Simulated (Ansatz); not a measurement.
Consider H4SSi···CH4O.

Input

```
crystal:
  periodic: [false, false, false]
  atoms:
    - { symbol: Si, position_ang: [0.186901, 1.01616, 1.402073] }
    - { symbol: O, position_ang: [-0.367841, 0.155073, -1.488786] }
    - { symbol: C, position_ang: [-0.957757, -1.090696, -1.28806] }
    - { symbol: H, position_ang: [-1.04704, 0.16737, 1.296404] }
    - { symbol: H, position_ang: [0.14507, 2.215533, 0.499682] }
    - { symbol: H, position_ang: [0.334093, 1.48831, 2.826479] }
    - { symbol: H, position_ang: [0.5992, 0.042429, -1.407528] }
    - { symbol: S, position_ang: [1.81839, -0.317958, 0.923503] }
    - { symbol: H, position_ang: [-2.062605, -0.949789, -1.255167] }
    - { symbol: H, position_ang: [-0.742214, -1.823372, -2.107107] }
    - { symbol: H, position_ang: [-0.664406, -1.57594, -0.317989] }
    - { symbol: H, position_ang: [2.75811, 0.672881, 0.916496] }
basis:
  gaussian: { orbitals: def2-SVP }
hamiltonian:
  xc: lda
relax:
  f_tol: 0.03
  max_steps: 50
output:
  orbitals: {}
```

Run with:

```sh
ansatz run input.yaml --threads 2 --pin off --max-ram 3072MiB --backend cpu --events-out ev --progress --plain --runs-dir out
```

The fields are those of the run's last geometry, not of the input's.

All numbers below come from RKS LDA/def2-SVP (Ansatz).

### Predict the electron density and electron localisation function between the atoms.

S8···H7 (2.25 Å): the density falls to about 0.19 e/Å³ on the way; the ELF dips to about 0.20 between them; by its geometry a hydrogen bond between the two molecules, with no shared pair.
C–O (1.39 Å): ρ is about 2.1 e/Å³ halfway, with its minimum of 1.8 e/Å³ about 0.5 Å from C; the ELF peaks at about 0.90 between the atoms: a shared but strongly polarised pair.
Si–S (2.17 Å): the density is about 0.76 e/Å³ at the midpoint, with its minimum of 0.59 e/Å³ about 0.8 Å from Si; the ELF peaks at about 0.90 between the atoms: localised, covalent bonding.

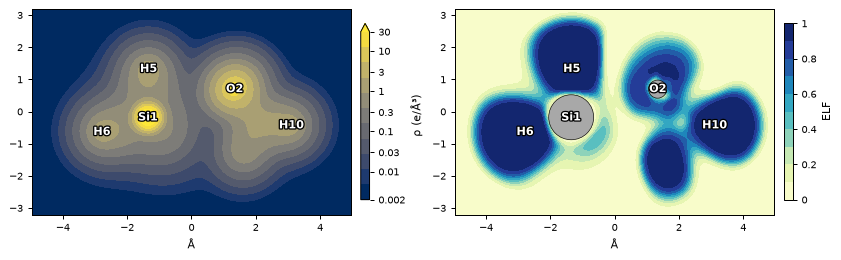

Computed electron density and electron localisation function on the plane of atoms H5, Si1 and H6, in this order. Grey discs cover the atomic cores in the ELF map. 
